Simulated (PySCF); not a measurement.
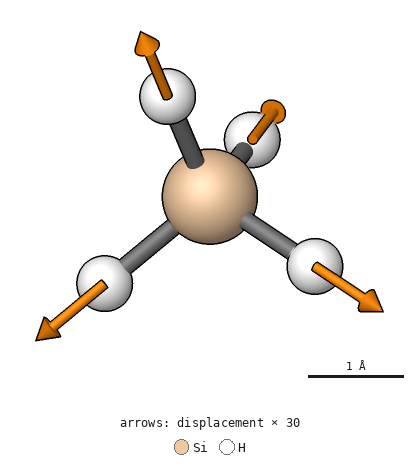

This is a relaxation of SiH4. The starting structure is drawn; orange arrows show the displacements, magnified 30 times. The two geometries are superimposed by the best rigid fit.

The picture is a ball-and-stick view, seen from a free direction.

The start comes from GFN2-xTB.

Computed with PBE0-D3(BJ)/def2-SVP geometry optimisation, gas phase (PySCF). 

### Describe the change and its energy.

Over 2 geometry steps the energy falls by 3.84 kJ/mol. The largest force component goes from 0.64 to 0.0039 eV/Å. The largest moves after the best rigid fit, 0.032 Å, are those of H atoms. Si stays in place. Near-neighbour distances that change, for instance: H–Si 1.461 → 1.493 Å.
